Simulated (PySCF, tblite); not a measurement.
# C8H7B: dynamics, then NMR shifts on frames, part 1 of 2

Aim: move C8H7B (`C#CC1=CC=CBC=C1`) away from its starting geometry and see how NMR shifts follow the geometry.

Programs: tblite 0.8.0 and PySCF 2.14.0, with density-fitted response routines of our own. Each step states its level of theory. These are calculated values for one molecule in the gas phase, unless marked as measured. Atoms count from 0, in the outputs and in this text.

**1. The molecule as given**

16 atoms, charge 0, multiplicity 1; geometry from: GFN2-xTB.

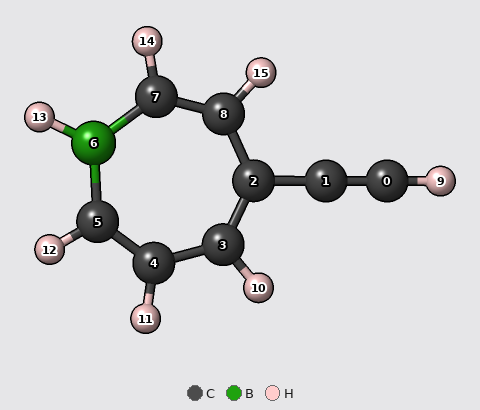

The starting geometry (carbon dark grey, boron green, hydrogen pink), atoms numbered.

**2. Dynamics with GFN2-xTB**

The job: settings as JSON, then the geometry in Å.

```
{"job": {"kind": "md", "xc": "GFN2-xTB", "basis": "xTB", "temperature": 300, "steps": 2000, "every": 50, "frames": 5}, "charge": 0, "multiplicity": 1}
C     -3.592488     0.042041    -0.291419
C     -2.394910     0.028401    -0.202458
C     -0.977818     0.015803    -0.087853
C     -0.380132    -1.215458    -0.236904
C      0.976428    -1.587497    -0.177881
C      2.072464    -0.804914     0.045704
B      2.147724     0.696099     0.297385
C      0.919279     1.602085     0.336908
C     -0.393339     1.288169     0.169655
H     -4.638677     0.050907    -0.370746
H     -1.068927    -2.031886    -0.430626
H      1.138502    -2.651028    -0.335810
H      3.011286    -1.352393     0.040071
H      3.204689     1.182523     0.470268
H      1.095757     2.657765     0.527314
H     -1.127437     2.088328     0.234982
```

With the program's defaults for keys left out, this is: GFN2-xTB Langevin dynamics, gas phase.

Started as:

```console
> OMP_NUM_THREADS=1 python probes_run.py task.json out
```

This one command runs all jobs of the session in turn.

Standard output:

```text
t/fs     T/K      E/eV
    0.0   244.0   -593.00888
   25.0    94.7   -592.65558
   50.0   187.9   -592.77995
   75.0   156.2   -592.72900
  100.0   195.7   -592.63901
  125.0   166.6   -592.53464
  150.0   224.2   -592.58252
  175.0   208.5   -592.45167
  200.0   211.7   -592.42012
  225.0   264.3   -592.46910
  250.0   352.7   -592.64602
  275.0   295.5   -592.49108
  300.0   261.3   -592.49461
  325.0   309.0   -592.56749
  350.0   318.3   -592.47253
  375.0   220.0   -592.30399
  400.0   284.9   -592.41690
  425.0   255.1   -592.42741
  450.0   259.4   -592.64655
  475.0   256.3   -592.54285
  500.0   294.6   -592.46560
  525.0   310.1   -592.53269
  550.0   271.2   -592.55406
  575.0   289.5   -592.62567
  600.0   256.9   -592.60678
  625.0   322.5   -592.44949
  650.0   231.6   -592.50773
  675.0   269.4   -592.64140
  700.0   260.4   -592.65155
  725.0   214.7   -592.59957
  750.0   170.2   -592.63749
  775.0   253.2   -592.70754
  800.0   221.1   -592.60816
  825.0   245.2   -592.60632
  850.0   172.2   -592.61544
  875.0   283.5   -592.53132
  900.0   353.3   -592.56931
  925.0   249.0   -592.43886
  950.0   256.7   -592.44948
  975.0   246.3   -592.53958
 1000.0   174.7   -592.55613
```

Run time: 22 s. Hardware: 1 thread of Intel Xeon at 2.80GHz, shared host; peak memory 0.18 GiB.

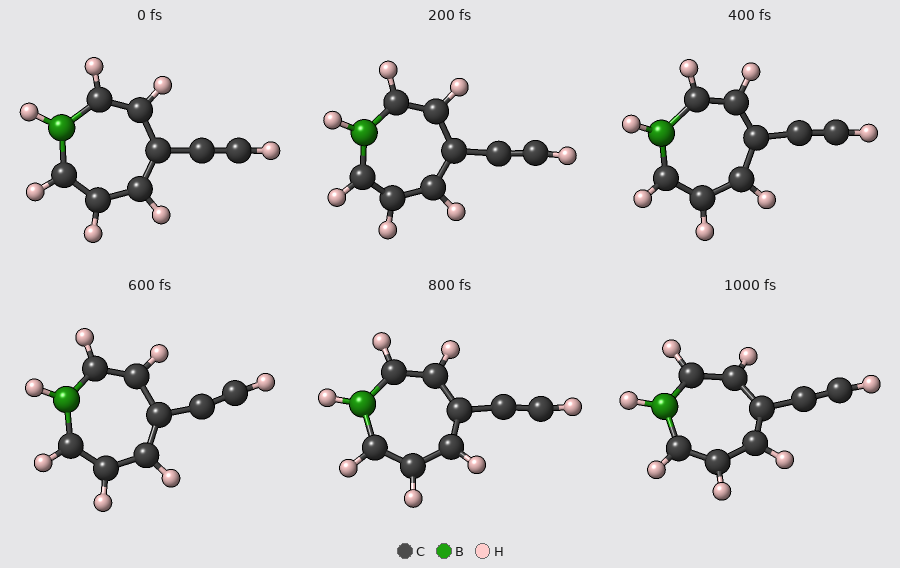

Frames of the run.

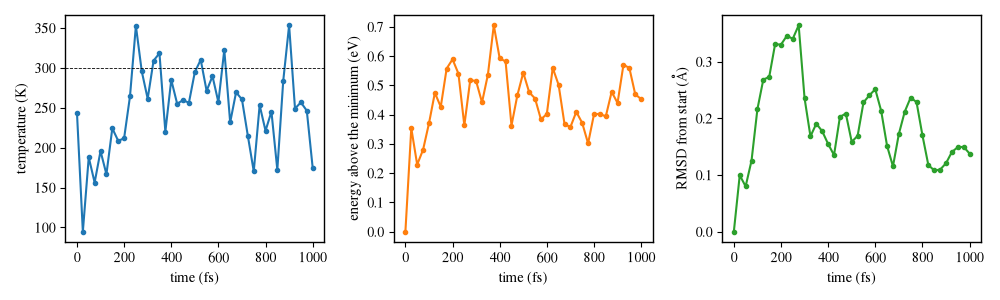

Temperature, potential energy and distance from the start.

Positions (Å) and forces (eV/Å) at 1000 fs:

```xyz
16

C    -4.018    0.870    1.160   -0.255   -0.058    0.006
C    -2.854    0.578    1.200   -0.370   -0.187   -0.127
C    -1.470    0.278    1.172    0.142    0.308    0.038
C    -1.080   -0.717    0.307    0.129   -0.642   -0.039
C     0.207   -1.286    0.030   -2.062   -0.551   -0.894
C     1.376   -0.927    0.580    0.083    0.397   -0.036
B     1.698    0.316    1.372    0.155    0.004    0.604
C     0.680    1.217    2.075   -1.240    0.432    0.096
C    -0.739    1.139    2.010    3.379    0.371    0.779
H    -5.051    1.075    1.133    0.191    0.035    0.043
H    -1.979   -1.199   -0.085    0.535   -0.158   -0.518
H     0.217   -2.120   -0.732   -0.294    0.749    0.917
H     2.161   -1.578    0.287    0.907   -0.342   -0.137
H     2.842    0.475    1.593    0.040    0.254    0.007
H     1.213    1.984    2.724   -1.407   -0.782   -0.540
H    -1.329    1.739    2.696    0.068    0.169   -0.201
```

**3. Nuclear shieldings: 250 fs, PBE0/pcSseg-1**

The job: settings as JSON, then the geometry in Å.

```
{"job": {"kind": "nmr", "xc": "PBE0", "basis": "pcSseg-1", "pop": false}, "charge": 0, "multiplicity": 1}
C     -3.924500    -0.188800    -0.208300
C     -2.759800    -0.016900     0.070200
C     -1.387000    -0.078400     0.241400
C     -0.914800    -1.371600     0.325400
C      0.437600    -1.780400     0.442800
C      1.537000    -0.976000     0.255200
B      1.649300     0.483600    -0.132200
C      0.559300     1.475400     0.255400
C     -0.728300     1.174600     0.513300
H     -4.956700    -0.180900    -0.210200
H     -1.710500    -2.071600     0.419500
H      0.571400    -2.850400     0.640100
H      2.473700    -1.523500     0.320100
H      2.703000     0.945800    -0.451900
H      0.791200     2.567900     0.335100
H     -1.427400     1.941600     0.795100
```

Level: GIAO PBE0/pcSseg-1 NMR shielding, non-relativistic, gas phase.

Standard output:

```text
coarse grid: 14120 points
cycle   1  E = -333.2241640207  dE =  1.490e+00  |g| = 4.351e-01  |ddm| = 3.989e+00
cycle   2  E = -333.1900397669  dE =  3.412e-02  |g| = 5.534e-01  |ddm| = 1.196e+00
cycle   3  E = -333.2724673306  dE = -8.243e-02  |g| = 1.689e-01  |ddm| = 7.495e-01
cycle   4  E = -333.2803593075  dE = -7.892e-03  |g| = 4.804e-02  |ddm| = 2.110e-01
cycle   5  E = -333.2807084848  dE = -3.492e-04  |g| = 3.220e-02  |ddm| = 6.006e-02
cycle   6  E = -333.2809707947  dE = -2.623e-04  |g| = 3.740e-03  |ddm| = 2.631e-02
cycle   7  E = -333.2809744983  dE = -3.704e-06  |g| = 1.228e-03  |ddm| = 5.438e-03
final grid: 138480 points
cycle   8  E = -333.3346638644  dE = -3.607e-05  |g| = 7.200e-03  |ddm| = 4.584e-02
cycle   9  E = -333.3346602138  dE =  3.651e-06  |g| = 8.093e-03  |ddm| = 1.684e-02
cycle  10  E = -333.3346773701  dE = -1.716e-05  |g| = 2.033e-03  |ddm| = 9.651e-03
cycle  11  E = -333.3346784085  dE = -1.038e-06  |g| = 5.534e-04  |ddm| = 1.946e-03
cycle  12  E = -333.3346784793  dE = -7.076e-08  |g| = 1.501e-04  |ddm| = 6.108e-04
cycle  13  E = -333.3346784846  dE = -5.350e-09  |g| = 5.029e-05  |ddm| = 2.013e-04
cycle  14  E = -333.3346784852  dE = -5.690e-10  |g| = 1.851e-05  |ddm| = 6.109e-05
converged SCF energy = -333.3346784852

GIAO shielding tensors (ppm)
atom      isotropic    diamagn.    paramagn.     s11        s22        s33       span
  0 C       89.845     259.967    -170.122     40.556     47.751    181.228    140.672
  1 C       89.115     256.134    -167.019    -26.340     -4.757    298.443    324.783
  2 C       48.223     255.366    -207.143    -60.915     47.436    158.148    219.063
  3 C       31.151     252.766    -221.614    -87.465     38.674    142.245    229.711
  4 C       32.271     253.220    -220.949    -87.037     22.879    160.971    248.008
  5 C       27.848     255.464    -227.616   -107.038     12.753    177.830    284.867
  6 B       54.117     190.802    -136.685      8.317     23.785    130.249    121.932
  7 C       25.862     256.168    -230.306   -104.240     15.506    166.320    270.560
  8 C       30.814     252.586    -221.772    -82.086     23.820    150.709    232.795
  9 H       28.775      32.651      -3.876     25.087     25.835     35.403     10.316
 10 H       23.442      31.843      -8.401     19.595     20.797     29.935     10.340
 11 H       23.341      28.819      -5.478     19.907     22.846     27.269      7.362
 12 H       23.247      29.130      -5.883     20.313     21.564     27.863      7.551
 13 H       25.035      29.183      -4.148     23.372     24.095     27.639      4.266
 14 H       22.904      28.856      -5.952     20.262     21.192     27.259      6.997
 15 H       23.553      30.335      -6.782     19.930     21.649     29.081      9.150
```

It took 36 s on 1 thread of Intel Xeon at 2.80GHz, shared host; peak memory 0.84 GiB.

The references, computed at this level on geometries of the same kind, shield at (ppm): 1H TMS 31.72, 13C TMS 186.9, 11B BF3·OEt2 100.1. Their shielding less the atom's gives the shift. The references are single molecules in the gas phase. Each atom is listed at this fixed geometry, with no averaging over motion; a spectrum would average atoms that exchange fast.

| atoms | environment | σ (ppm) | δ (ppm) |
| --- | --- | --- | --- |
| C7 | alkene CH | 25.9 | 161.1 |
| C5 | alkene CH | 27.8 | 159.1 |
| C8 | alkene CH | 30.8 | 156.1 |
| C3 | alkene CH | 31.2 | 155.8 |
| C4 | alkene CH | 32.3 | 154.7 |
| C2 | fully substituted alkene carbon | 48.2 | 138.7 |
| C1 | alkyne carbon | 89.1 | 97.8 |
| C0 | terminal alkyne carbon | 89.8 | 97.1 |
| H14 | hydrogen on an alkene CH | 22.90 | 8.81 |
| H12 | hydrogen on an alkene CH | 23.25 | 8.47 |
| H11 | hydrogen on an alkene CH | 23.34 | 8.38 |
| H10 | hydrogen on an alkene CH | 23.44 | 8.27 |
| H15 | hydrogen on an alkene CH | 23.55 | 8.16 |
| H13 | hydrogen on a boron bonded to 2 C, in a 7-membered ring | 25.04 | 6.68 |
| H9 | hydrogen on a terminal alkyne carbon | 28.77 | 2.94 |
| B6 | boron bonded to 2 C, H, in a 7-membered ring | 54.1 | 46.0 |

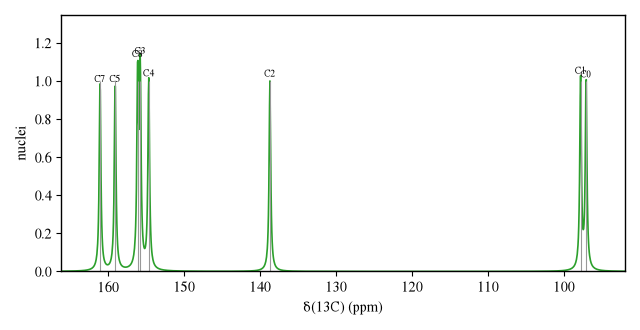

13C lines at the computed shifts, without couplings. Lines are broadened to a width of 0.26 ppm (Lorentzian).

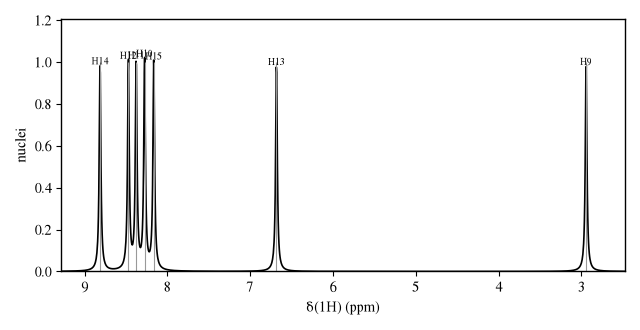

1H lines at the computed shifts, without couplings. Lines are broadened to a width of 0.02 ppm (Lorentzian).

Ring of atoms C2, C3, C4, C5, B6, C7, C8: NICS(0) -3.1, NICS(1) -6.9, NICS(1)zz -17.7 ppm (means of both faces).

**4. NMR shieldings: 425 fs, PBE0/pcSseg-1**

The job: settings as JSON, then the geometry in Å.

```
{"job": {"kind": "nmr", "xc": "PBE0", "basis": "pcSseg-1", "pop": false}, "charge": 0, "multiplicity": 1}
C     -4.458900     0.123600     0.510300
C     -3.264200     0.056700     0.606200
C     -1.817200    -0.088800     0.746000
C     -1.452000    -1.457000     0.764300
C     -0.186100    -1.969200     0.576400
C      1.043900    -1.370000     0.531600
B      1.354700     0.115800     0.508100
C      0.302900     1.249300     0.561500
C     -1.043900     1.096500     0.676400
H     -5.462900     0.297200     0.312800
H     -2.321200    -2.188400     0.745600
H     -0.276800    -3.064000     0.755500
H      1.887400    -2.110400     0.624700
H      2.533700     0.475000     0.609500
H      0.717500     2.250800     0.508000
H     -1.521900     2.021800     0.604500
```

Method: GIAO PBE0/pcSseg-1 NMR shielding, non-relativistic, gas phase.

Standard output:

```text
coarse grid: 14120 points
cycle   1  E = -333.2189187418  dE =  1.368e+00  |g| = 4.474e-01  |ddm| = 4.008e+00
cycle   2  E = -333.1712649387  dE =  4.765e-02  |g| = 6.049e-01  |ddm| = 1.219e+00
cycle   3  E = -333.2676354983  dE = -9.637e-02  |g| = 1.904e-01  |ddm| = 7.889e-01
cycle   4  E = -333.2776270995  dE = -9.992e-03  |g| = 4.973e-02  |ddm| = 2.266e-01
cycle   5  E = -333.2780334435  dE = -4.063e-04  |g| = 2.990e-02  |ddm| = 5.558e-02
cycle   6  E = -333.2782644604  dE = -2.310e-04  |g| = 3.945e-03  |ddm| = 2.734e-02
cycle   7  E = -333.2782683515  dE = -3.891e-06  |g| = 1.549e-03  |ddm| = 5.514e-03
final grid: 138480 points
cycle   8  E = -333.3317836914  dE = -3.162e-05  |g| = 7.169e-03  |ddm| = 4.661e-02
cycle   9  E = -333.3317780558  dE =  5.636e-06  |g| = 8.520e-03  |ddm| = 1.644e-02
cycle  10  E = -333.3317973604  dE = -1.930e-05  |g| = 1.786e-03  |ddm| = 9.811e-03
cycle  11  E = -333.3317981573  dE = -7.968e-07  |g| = 5.419e-04  |ddm| = 1.832e-03
cycle  12  E = -333.3317982290  dE = -7.176e-08  |g| = 1.581e-04  |ddm| = 6.175e-04
cycle  13  E = -333.3317982349  dE = -5.892e-09  |g| = 4.857e-05  |ddm| = 1.887e-04
cycle  14  E = -333.3317982355  dE = -5.319e-10  |g| = 1.787e-05  |ddm| = 5.918e-05
converged SCF energy = -333.3317982355

GIAO shielding tensors (ppm)
atom      isotropic    diamagn.    paramagn.     s11        s22        s33       span
  0 C       97.690     260.531    -162.842     42.759     44.650    205.661    162.903
  1 C       90.314     251.883    -161.569    -20.018     -2.479    293.438    313.457
  2 C       44.058     252.454    -208.396    -61.520     41.045    152.649    214.170
  3 C       27.101     256.593    -229.492    -92.109     41.325    132.088    224.197
  4 C       33.676     251.354    -217.678    -80.891     21.573    160.345    241.237
  5 C       21.546     256.067    -234.521   -120.840     13.984    171.494    292.334
  6 B       53.128     191.584    -138.457      6.011     27.455    125.917    119.907
  7 C       12.674     258.689    -246.016   -148.305     12.602    173.724    322.029
  8 C       35.347     251.960    -216.612    -81.959     25.550    162.451    244.410
  9 H       28.946      33.801      -4.855     24.548     25.576     36.713     12.165
 10 H       22.420      28.585      -6.165     17.858     20.860     28.543     10.685
 11 H       23.239      27.383      -4.144     18.398     23.149     28.171      9.774
 12 H       22.507      28.345      -5.837     19.360     20.953     27.210      7.851
 13 H       24.653      29.002      -4.349     22.632     23.836     27.491      4.859
 14 H       22.299      31.108      -8.809     17.683     21.491     27.724     10.041
 15 H       23.624      30.842      -7.218     18.826     21.965     30.080     11.254
```

Wall time 32 s (1 thread of Intel Xeon at 2.80GHz, shared host); peak memory 0.88 GiB.

Key values: δ C7 174.3, C5 165.4, C3 159.8, C4 153.2, H14 9.42, H10 9.30 ppm.

(Continued in part 2 of 2.)
